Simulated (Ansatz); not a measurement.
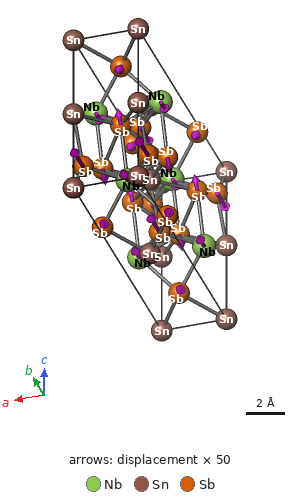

This is a relaxation of a crystal of NbSnSb3 (built on the NaFeF3-63 type type). The starting structure is drawn; purple arrows show the displacements (the part carried along by the change of the cell is left out), magnified 50 times.

A ball-and-stick model of the conventional cell (2 times the calculation's cell), seen from a free direction. Lengths and directions refer to the drawn axes.

The calculation used Ansatz 0.2.0, DFT, r2SCAN+rVV10, plane waves, PAW. Set-up: plane-wave cutoff 500 eV; k-point mesh 6 × 6 × 4; occupations fermi dirac; smearing width 0.03 eV; no spin polarisation; cell and atoms relaxed; force threshold 0.01 eV/Å; at most 120 steps.

### What did the optimiser do to the structure, and how much energy did it gain?

The largest moves relative to the cell, 0.038 Å, are those of Sb atoms. By element the largest moves are Sb 0.038 Å, Nb 0.022 Å. Sn stays in place. Cell: a 3.651 → 3.690 Å (+1.1 %), b 15.087 → 15.009 Å (−0.5 %), c 9.343 → 9.411 Å (+0.7 %). Volume +1.3 %. Among the contacts that change: Sb–Sb 3.163 → 3.192 Å, Nb–Sb 3.030 → 3.057 Å, Nb–Sb 2.899 → 2.922 Å, Nb–Sb 2.760 → 2.777 Å. The space group stays Cmcm (No. 63). After 3 accepted moves (5 points after the start) the energy has fallen by 3.3 meV per atom. Largest force component: 0.21 eV/Å at the start, 0.0026 eV/Å at the end. The pressure goes from 1.29 to 0.01 GPa. The line search rejected the trial step at point 1 of the run. At 1 point the geometry stayed and the basis and grid were re-selected for the new cell (energy shift of less than 0.05 meV per atom at most each time).
